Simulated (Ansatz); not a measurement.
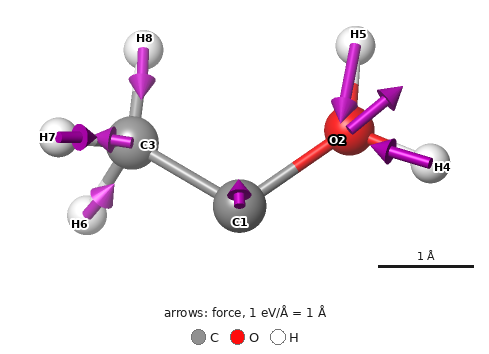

Starting geometry of C2H5O (charge +1) with the computed forces as purple arrows. Style: ball-and-stick. Shown from a free direction.

It is one of the separated reactants of a reaction.

The calculation used Ansatz 0.2.0, RKS PBE0-D4/def2-TZVP.

The input:
```yaml
crystal:
  periodic: [false, false, false]
  atoms:
    - {symbol: C, position_ang: [-0.330342, -0.694281, -0.415147]}
    - {symbol: O, position_ang: [-0.887340, 0.547815, -0.815220]}
    - {symbol: C, position_ang: [0.661843, -0.448957, 0.602954]}
    - {symbol: H, position_ang: [-1.587733, 0.516853, -1.516953]}
    - {symbol: H, position_ang: [-0.657483, 1.472677, -0.470417]}
    - {symbol: H, position_ang: [0.383008, -1.115158, 1.460382]}
    - {symbol: H, position_ang: [1.591491, -0.964108, 0.246388]}
    - {symbol: H, position_ang: [0.880039, 0.587963, 0.949181]}
basis:
  gaussian: {orbitals: def2-TZVP}
total_charge: 1
hamiltonian: {xc: pbe0, dispersion: d4}
relax: {f_tol: 0.005, max_steps: 200}
```

Launched with:
```bash
ansatz run in.yaml --threads 2 --pin off --events-out ev --progress --plain --max-ram 4352MiB
```

### What follows when this structure is relaxed?

It isn't relaxed: the largest force vector, on H5, is 0.94 eV/Å. The final displacements follow the starting forces only in part (cosine between the two patterns 0.65). Over 5 geometry steps the energy falls by 0.037 eV. Largest force component: 0.89 eV/Å at the start, 0.0019 eV/Å at the end. The atom that moves furthest after the best rigid fit is H5 (0.037 Å). Largest moves by element: H 0.037 Å, O 0.008 Å, C 0.007 Å. Near-neighbour distances that change, for instance: O2–H5 1.013 → 0.989 Å, C3–H8 1.115 → 1.096 Å, C3–H6 1.121 → 1.104 Å, O2–H4 0.992 → 0.977 Å.
